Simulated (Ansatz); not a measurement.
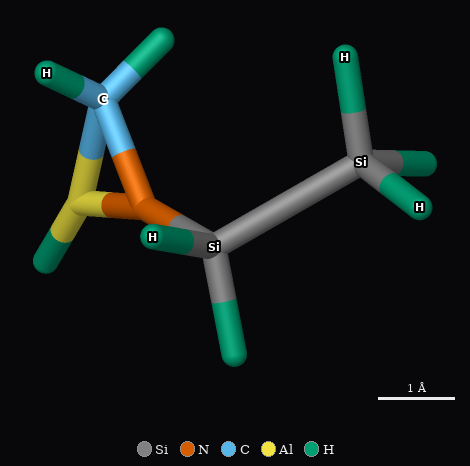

*The starting structure (stick view, seen at a tilt). Sticks mark near contacts.*

Molecular dynamics of CH8AlNSi2 (part 1 of 3)

System: CH8AlNSi2.
Method: UKS B3LYP/STO-3G (Ansatz 0.2.0).

One setting was made poor on purpose. It belongs to a series of runs on one base structure; here: dynamics from the start.

### The program's output
```
Engine: ansatz 0.2.0, aarch64-unknown-linux-gnu
Functional definition: B3LYP
  parameter a0 = 0.2
  parameter ax = 0.72
  parameter ac = 0.81
  exchange = (1 - a0 - ax)*slater_x + ax*b88_x + a0*exact_x
  correlation = (1 - ac)*vwn_rpa_c + ac*lyp_c
604 factors; integrals over basis functions are off by at most 1.7e-5 eV
mean field evaluation 1: about -24710.7931 eV, gradient 2.5e1 eV
mean field evaluation 2: about -24698.0298 eV, gradient 5.5e1 eV
mean field evaluation 4: about -24714.9961 eV, gradient 1.6e0 eV
mean field evaluation 8: about -24714.9527 eV, gradient 1.4e-2 eV
mean field -24714.95267871 eV, -908.2577585460 hartree, gradient 4.4e-5 eV, S^2 0.000000; 0 other end points of the search recorded, 0 dependent functions left out
the calculation of the forces begins
reference -24714.95290743 eV, -908.2577669511 hartree; 31, 31 occupied and 14, 14 virtual orbitals, 604 factors
md step     0: t =     0.00 fs  T =  1500.0 K  F+E_penalty+E_count = -24714.95267871 eV  E_kin = 2.132790 eV  conserved = -24712.81988873 eV  (24 SCF iters)
these checks for a lower state are left out or cut short: starts, cluster_reference, orbital_swaps, neighbouring_geometries, increment
604 factors; integrals over basis functions are off by at most 1.3e-5 eV
mean field evaluation 16: about -24711.7484 eV, gradient 1.8e-1 eV
mean field -24711.68795138 eV, -908.1377820294 hartree, gradient 2.7e-5 eV, S^2 0.000000; 0 other end points of the search recorded, 0 dependent functions left out
[... from here on the field's lines of each further geometry are left out, up to the last ...]
md step     1: t =     3.00 fs  T =  1256.4 K  F+E_penalty+E_count = -24711.68795138 eV  E_kin = 1.786457 eV  conserved = -24709.90149469 eV  (27 SCF iters)
md step     2: t =     6.00 fs  T =  3758.0 K  F+E_penalty+E_count = -24709.73268351 eV  E_kin = 5.343355 eV  conserved = -24704.38932959 eV  (98 SCF iters)
md step     3: t =     9.00 fs  T =  2345.9 K  F+E_penalty+E_count = -24708.01328550 eV  E_kin = 3.335490 eV  conserved = -24704.67779634 eV  (34 SCF iters)
md step     4: t =    12.00 fs  T =  2487.4 K  F+E_penalty+E_count = -24708.88120359 eV  E_kin = 3.536788 eV  conserved = -24705.34441620 eV  (31 SCF iters)
md step     5: t =    15.00 fs  T =  2184.8 K  F+E_penalty+E_count = -24708.08079742 eV  E_kin = 3.106455 eV  conserved = -24704.97434333 eV  (36 SCF iters)
md step     6: t =    18.00 fs  T =  2480.7 K  F+E_penalty+E_count = -24708.69078761 eV  E_kin = 3.527274 eV  conserved = -24705.16351483 eV  (31 SCF iters)
md step     7: t =    21.00 fs  T =  2434.7 K  F+E_penalty+E_count = -24707.89999069 eV  E_kin = 3.461814 eV  conserved = -24704.43817800 eV  (29 SCF iters)
md step     8: t =    24.00 fs  T =  2841.8 K  F+E_penalty+E_count = -24708.02403946 eV  E_kin = 4.040641 eV  conserved = -24703.98339915 eV  (31 SCF iters)
md step     9: t =    27.00 fs  T =  2406.2 K  F+E_penalty+E_count = -24707.50822303 eV  E_kin = 3.421348 eV  conserved = -24704.08687644 eV  (33 SCF iters)
md step    10: t =    30.00 fs  T =  3050.9 K  F+E_penalty+E_count = -24708.34382046 eV  E_kin = 4.338005 eV  conserved = -24704.00581688 eV  (30 SCF iters)
md step    11: t =    33.00 fs  T =  2952.6 K  F+E_penalty+E_count = -24705.55583292 eV  E_kin = 4.198137 eV  conserved = -24701.35769711 eV  (31 SCF iters)
md step    12: t =    36.00 fs  T =  7482.0 K  F+E_penalty+E_count = -24705.38149653 eV  E_kin = 10.638346 eV  conserved = -24694.74315130 eV  (54 SCF iters)
md step    13: t =    39.00 fs  T =  6490.9 K  F+E_penalty+E_count = -24703.34234283 eV  E_kin = 9.229182 eV  conserved = -24694.11316173 eV  (177 SCF iters)
md step    14: t =    42.00 fs  T =  7478.8 K  F+E_penalty+E_count = -24700.11170257 eV  E_kin = 10.633835 eV  conserved = -24689.47786901 eV  (133 SCF iters)
md step    15: t =    45.00 fs  T =  6402.3 K  F+E_penalty+E_count = -24698.89693152 eV  E_kin = 9.103104 eV  conserved = -24689.79382908 eV  (108 SCF iters)
md step    16: t =    48.00 fs  T =  6594.3 K  F+E_penalty+E_count = -24699.26279903 eV  E_kin = 9.376170 eV  conserved = -24689.88663020 eV  (63 SCF iters)
md step    17: t =    51.00 fs  T =  6709.4 K  F+E_penalty+E_count = -24699.57385126 eV  E_kin = 9.539849 eV  conserved = -24690.03400377 eV  (42 SCF iters)
md step    18: t =    54.00 fs  T =  6423.5 K  F+E_penalty+E_count = -24699.09955612 eV  E_kin = 9.133260 eV  conserved = -24689.96629718 eV  (37 SCF iters)
md step    19: t =    57.00 fs  T =  6129.1 K  F+E_penalty+E_count = -24698.65410366 eV  E_kin = 8.714739 eV  conserved = -24689.93936550 eV  (41 SCF iters)
md step    20: t =    60.00 fs  T =  5980.1 K  F+E_penalty+E_count = -24698.33320088 eV  E_kin = 8.502927 eV  conserved = -24689.83027502 eV  (39 SCF iters)
md step    21: t =    63.00 fs  T =  6000.1 K  F+E_penalty+E_count = -24698.32358934 eV  E_kin = 8.531357 eV  conserved = -24689.79223385 eV  (40 SCF iters)
md step    22: t =    66.00 fs  T =  5951.1 K  F+E_penalty+E_count = -24698.34743929 eV  E_kin = 8.461651 eV  conserved = -24689.88578907 eV  (40 SCF iters)
md step    23: t =    69.00 fs  T =  5917.3 K  F+E_penalty+E_count = -24698.27566439 eV  E_kin = 8.413521 eV  conserved = -24689.86214413 eV  (34 SCF iters)
md step    24: t =    72.00 fs  T =  6241.2 K  F+E_penalty+E_count = -24698.77782472 eV  E_kin = 8.874175 eV  conserved = -24689.90365062 eV  (34 SCF iters)
md step    25: t =    75.00 fs  T =  6224.8 K  F+E_penalty+E_count = -24698.46992181 eV  E_kin = 8.850860 eV  conserved = -24689.61906316 eV  (42 SCF iters)
md step    26: t =    78.00 fs  T =  6057.9 K  F+E_penalty+E_count = -24698.24688403 eV  E_kin = 8.613452 eV  conserved = -24689.63343306 eV  (38 SCF iters)
md step    27: t =    81.00 fs  T =  6216.6 K  F+E_penalty+E_count = -24698.69763287 eV  E_kin = 8.839189 eV  conserved = -24689.85844510 eV  (45 SCF iters)
md step    28: t =    84.00 fs  T =  6450.3 K  F+E_penalty+E_count = -24698.90842911 eV  E_kin = 9.171376 eV  conserved = -24689.73705424 eV  (44 SCF iters)
md step    29: t =    87.00 fs  T =  6623.7 K  F+E_penalty+E_count = -24698.82584005 eV  E_kin = 9.417978 eV  conserved = -24689.40786265 eV  (43 SCF iters)
md step    30: t =    90.00 fs  T =  6656.0 K  F+E_penalty+E_count = -24698.79370700 eV  E_kin = 9.463905 eV  conserved = -24689.32980343 eV  (55 SCF iters)
md step    31: t =    93.00 fs  T =  6763.4 K  F+E_penalty+E_count = -24699.31188586 eV  E_kin = 9.616582 eV  conserved = -24689.69530485 eV  (44 SCF iters)
md step    32: t =    96.00 fs  T =  6554.7 K  F+E_penalty+E_count = -24698.47611186 eV  E_kin = 9.319844 eV  conserved = -24689.15626844 eV  (41 SCF iters)
md step    33: t =    99.00 fs  T =  7577.2 K  F+E_penalty+E_count = -24698.99743453 eV  E_kin = 10.773771 eV  conserved = -24688.22366435 eV  (49 SCF iters)
md step    34: t =   102.00 fs  T =  7601.2 K  F+E_penalty+E_count = -24700.65961033 eV  E_kin = 10.807903 eV  conserved = -24689.85170801 eV  (42 SCF iters)
md step    35: t =   105.00 fs  T =  7713.5 K  F+E_penalty+E_count = -24701.94195525 eV  E_kin = 10.967573 eV  conserved = -24690.97438377 eV  (39 SCF iters)
md step    36: t =   108.00 fs  T =  8032.6 K  F+E_penalty+E_count = -24697.15233587 eV  E_kin = 11.421236 eV  conserved = -24685.73110138 eV  (41 SCF iters)
md step    37: t =   111.00 fs  T = 19024.6 K  F+E_penalty+E_count = -24696.93701705 eV  E_kin = 27.050316 eV  conserved = -24669.88670215 eV  (90 SCF iters)
md step    38: t =   114.00 fs  T = 19791.1 K  F+E_penalty+E_count = -24694.34210595 eV  E_kin = 28.140111 eV  conserved = -24666.20199576 eV  (73 SCF iters)
md step    39: t =   117.00 fs  T = 28540.0 K  F+E_penalty+E_count = -24692.51226180 eV  E_kin = 40.579817 eV  conserved = -24651.93244624 eV  (57 SCF iters)
the calculation of the forces begins
reference -24693.60661788 eV, -907.4733052794 hartree; 31, 31 occupied and 14, 14 virtual orbitals, 583 factors
583 factors; integrals over basis functions are off by at most 1.5e-5 eV
mean field evaluation 480: about -24676.1104 eV, gradient 7.8e0 eV
mean field evaluation 512: about -24686.7664 eV, gradient 2.6e1 eV
mean field evaluation 544: about -24693.6052 eV, gradient 1.6e-1 eV
mean field evaluation 576: about -24693.6059 eV, gradient 7.3e-4 eV
mean field evaluation 608: about -24693.5012 eV, gradient 1.1e0 eV
mean field -24693.60614882 eV, -907.4732880416 hartree, gradient 4.0e-5 eV, S^2 3.112633; 9 other end points of the search recorded, 0 dependent functions left out
the calculation of the forces begins
reference -24693.60661788 eV, -907.4733052794 hartree; 31, 31 occupied and 14, 14 virtual orbitals, 583 factors
md step    40: t =   120.00 fs  T = 28890.9 K  F+E_penalty+E_count = -24693.60614882 eV  E_kin = 41.078841 eV  conserved = -24652.52730917 eV  (456 SCF iters)
```

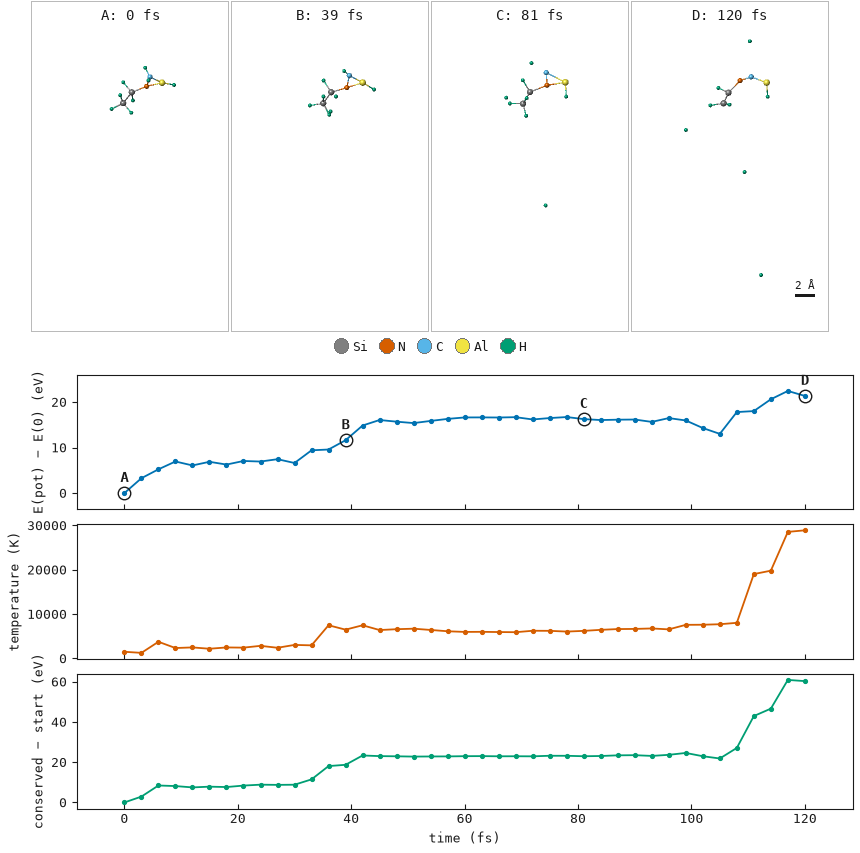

*Frames of the molecular dynamics (ball-and-stick, seen at an oblique angle) above the curves, on which the letters mark them.*

The trajectory kept here has 41 frames over 120 fs. The temperature starts at 1500 K, ranges from 1256 to 28891 K and averages 9943 K over the second half. The potential energy ends 21.347 eV above its first value. The conserved quantity stays within 61 eV. After an unweighted best fit of the last frame on the first, the root-mean-square displacement is 10.40 Å, and H11 has moved furthest (25.41 Å).

```
Total energy: -24693.60661788 eV, -907.4733052794 hartree
Atom 0 at    -2.091225    -0.152566     0.395814 Å, force     0.171576     3.058223     0.983530 eV/Å
Atom 1 at    -0.393901     1.174483     0.444251 Å, force     0.757750    -2.213560    -2.571733 eV/Å
Atom 2 at     1.266042     0.473787     0.567187 Å, force     2.254797    -2.171976    -0.631297 eV/Å
Atom 3 at     2.218212    -0.269756     0.123075 Å, force    -4.660834     4.305475     4.295591 eV/Å
Atom 4 at     2.790070    -1.005046    -1.382593 Å, force     0.888539    -1.544250    -4.365020 eV/Å
Atom 5 at    -2.188040    -1.485677     0.144340 Å, force     0.083159    -2.480383    -0.498973 eV/Å
Atom 6 at    -3.194451     0.319610     1.211359 Å, force    -0.023201    -0.186202    -0.090237 eV/Å
Atom 7 at    -5.172375     1.345238    -6.814203 Å, force     0.000001    -0.000005     0.000001 eV/Å
Atom 8 at    -5.252752    19.728429   -20.525452 Å, force    -0.000002    -0.000002    -0.000004 eV/Å
Atom 9 at    -0.508106     2.171292     1.374397 Å, force    -0.128211     1.547645     1.859934 eV/Å
Atom 10 at   -15.053626   -21.810076     7.063397 Å, force     0.000002     0.000002     0.000003 eV/Å
Atom 11 at     5.378932     1.134653     2.510047 Å, force    -0.000002    -0.000063     0.000004 eV/Å
Atom 12 at     1.967710    -0.461010    -2.656513 Å, force     0.656426    -0.314903     1.018199 eV/Å
Dipole moment:     0.478735    -0.362402    -0.273572 e Å
```

### Trajectory as extended XYZ (Å, eV, eV/Å), 41 frames, from step=0 to step=40
```
13
Properties=species:S:1:pos:R:3:forces:R:3 step=0 time_fs=0.0 energy=-24714.95268 temperature=1500.0
Si   -2.2695    0.1694    0.1683   -0.0012  -0.0049  -0.0065
Si   -0.2415    1.1719   -0.0389   -0.0054  -0.0042   0.0054
N     1.0768    0.0654   -0.3651    0.0062  -0.0029  -0.0032
C     1.5288   -1.1028    0.5501   -0.0008   0.0042  -0.0007
Al    2.4179   -0.7342   -1.0375   -0.0072   0.0056   0.0005
H    -2.3547   -0.6604    1.3484    0.0020  -0.0023   0.0010
H    -3.3229    1.1555    0.2650    0.0015   0.0029  -0.0001
H    -2.5759   -0.6688   -0.9688   -0.0030   0.0000  -0.0002
H    -0.2822    2.1280   -1.1277    0.0029   0.0010  -0.0005
H     0.0163    1.9291    1.1748    0.0049   0.0042  -0.0010
H     0.7775   -1.9064    0.6763   -0.0040  -0.0040   0.0020
H     1.8789   -0.7941    1.5538    0.0029   0.0000   0.0060
H     3.3711   -0.7873   -2.1839    0.0012   0.0003  -0.0028
13
Properties=species:S:1:pos:R:3:forces:R:3 step=1 time_fs=3.0 energy=-24711.68795 temperature=1256.4
Si   -2.2622    0.1685    0.1591    1.9817   0.4501   5.2113
Si   -0.2331    1.1564   -0.0459   -0.9671   3.8576  -1.4130
N     1.0538    0.0894   -0.3620    1.3123  -1.8251  -0.1433
C     1.4955   -1.1098    0.5554    7.6525   8.2275  -3.2632
Al    2.4147   -0.7263   -1.0431    0.7198  -0.3124  -0.3911
H    -2.2937   -0.6620    1.4593    0.1219   0.8525  -1.8882
H    -3.2900    1.0800    0.3692   -1.1214   1.2068   0.0112
H    -2.5818   -0.5776   -0.8744   -1.0965  -2.6188  -3.3753
H    -0.2640    2.3234   -1.2712    0.1063  -2.5886   2.7600
H     0.0236    1.8421    1.2578   -0.1677  -0.2152  -0.8535
H     0.9993   -1.7864    0.9118   -9.2065 -10.3368   1.1105
H     1.7586   -0.9711    1.6085    2.3197   3.0123   0.5733
H     3.5180   -0.8579   -2.2295   -1.6550   0.2900   1.6614
13
Properties=species:S:1:pos:R:3:forces:R:3 step=2 time_fs=6.0 energy=-24709.73268 temperature=3758.0
Si   -2.2488    0.1689    0.1661   -1.6981  -1.0390  -1.1790
Si   -0.2277    1.1528   -0.0573   -2.0032   3.9391  -0.7353
N     1.0389    0.1021   -0.3598    2.3591  -2.8196   0.0222
C     1.5176   -1.0573    0.5371   -0.2635  -1.8385   3.6119
Al    2.4139   -0.7193   -1.0498    0.5215  -0.7112  -0.1394
H    -2.2222   -0.5903    1.4075    0.0821  -0.3075  -0.4464
H    -3.3537    1.1085    0.4743    0.7226  -0.2756  -0.5697
H    -2.6821   -0.7119   -1.0708    0.6979   1.3619   2.1547
H    -0.2367    2.2958   -1.1770    0.0816  -1.9601   1.9948
H     0.0164    1.7366    1.2673   -0.0474   0.2158  -0.4067
H     0.4280   -2.5570    1.2431    1.6014   2.6408  -1.8513
H     1.8381   -0.8887    1.7126   -0.9465   0.4132  -3.2018
H     3.5223   -0.9036   -2.1320   -1.1076   0.3805   0.7460
13
Properties=species:S:1:pos:R:3:forces:R:3 step=3 time_fs=9.0 energy=-24708.01329 temperature=2345.9
Si   -2.2407    0.1662    0.1693   -2.3532   0.7477  -3.9548
Si   -0.2284    1.1613   -0.0710   -1.9607  -3.8975   4.9159
N     1.0387    0.0973   -0.3574    2.1478  -2.1100  -0.6341
C     1.5378   -1.0181    0.5449    0.4698  -0.1825  -2.7601
Al    2.4147   -0.7146   -1.0571   -2.7023  -0.3472   3.2831
H    -2.1435   -0.5450    1.3172    0.1858  -1.9911   2.1269
H    -3.3551    1.1132    0.5303    1.0315  -0.6199  -0.6963
H    -2.7223   -0.7289   -1.0815    0.8984   1.6078   2.4879
H    -0.2024    2.0993   -0.9110    0.1186   5.3122  -4.7116
H     0.0051    1.6496    1.2417    0.0600   0.7607   0.7061
H    -0.0053   -3.1001    1.4149    0.2837   0.4041  -0.2080
H     1.8362   -0.7706    1.5409   -0.2265   0.4590   1.8368
H     3.4313   -0.9165   -1.9702    2.0469  -0.1434  -2.3917
13
Properties=species:S:1:pos:R:3:forces:R:3 step=4 time_fs=12.0 energy=-24708.88120 temperature=2487.4
Si   -2.2398    0.1657    0.1604    1.2560  -0.1981   3.1082
Si   -0.2352    1.1579   -0.0695   -0.7312   2.6835  -0.5895
N     1.0517    0.0794   -0.3590    0.2690  -0.0749  -1.5814
C     1.5614   -0.9802    0.5328    0.8248  -0.3285  -0.2308
Al    2.4069   -0.7110   -1.0537    0.5277  -0.9243   0.4296
H    -2.0489   -0.6713    1.4102   -0.3256   0.5829  -1.4696
H    -3.2676    1.0646    0.5264   -0.6121   0.6915   0.0000
H    -2.6850   -0.6074   -0.8780   -0.7037  -1.3386  -1.6969
H    -0.1578    2.3604   -1.0508   -0.1721  -1.6848   1.2780
H    -0.0010    1.6282    1.2770   -0.0010   0.4838   0.1054
H    -0.4141   -3.6084    1.5687    0.0248   0.0317  -0.0142
H     1.8147   -0.6130    1.5274   -0.2339  -0.1766   1.1162
H     3.5165   -0.9417   -2.0145   -0.1226   0.2523  -0.4551
13
Properties=species:S:1:pos:R:3:forces:R:3 step=5 time_fs=15.0 energy=-24708.08080 temperature=2184.8
Si   -2.2350    0.1647    0.1610    2.1301  -0.2408   4.0987
Si   -0.2443    1.1627   -0.0698    0.4733   3.5761  -0.6814
N     1.0665    0.0611   -0.3704   -1.8344   1.8474  -1.9001
C     1.5909   -0.9447    0.5190    0.9031   0.2937   4.7323
Al    2.4008   -0.7104   -1.0490    3.6003  -1.4308  -2.3665
H    -1.9824   -0.7473    1.3766   -0.5547   1.1242  -1.6059
H    -3.2329    1.0755    0.5225   -0.9339   0.8811   0.3201
H    -2.7084   -0.6012   -0.8206   -1.1730  -2.0260  -2.8167
H    -0.1281    2.4764   -1.0806   -0.3454  -2.8612   2.0118
H    -0.0072    1.6485    1.3213   -0.0985  -0.0072  -0.8847
H    -0.8209   -4.1139    1.7214    0.0009   0.0004  -0.0002
H     1.7730   -0.4706    1.6100   -0.4219  -1.6677  -1.9389
H     3.5912   -0.9452   -2.0979   -1.7458   0.5109   1.0316
13
Properties=species:S:1:pos:R:3:forces:R:3 step=6 time_fs=18.0 energy=-24708.69079 temperature=2480.7
Si   -2.2237    0.1629    0.1744   -2.7403  -0.3387  -3.4011
Si   -0.2519    1.1786   -0.0722    0.8728   0.5032   0.4629
N     1.0698    0.0542   -0.3936   -2.4745   2.1589  -1.3812
C     1.6270   -0.9070    0.5394    0.2848  -0.7556   0.8943
Al    2.4062   -0.7144   -1.0519    2.7966  -1.2813  -1.4029
H    -1.9636   -0.7265    1.2047   -0.0489  -1.0092   1.4938
H    -3.2787    1.1623    0.5461    0.8069  -0.9408  -0.1575
H    -2.8329   -0.7696   -1.0059    1.3153   2.0276   2.1437
H    -0.1281    2.3460   -0.9370   -0.2283  -0.3125  -0.0822
H    -0.0219    1.6681    1.2895    0.0097   0.0409  -0.3023
H    -1.2275   -4.6194    1.8740    0.0001  -0.0007   0.0002
H     1.6950   -0.4719    1.5256    0.2436  -0.3363   1.4338
H     3.5155   -0.9047   -2.0925   -0.8378   0.2447   0.2986
```
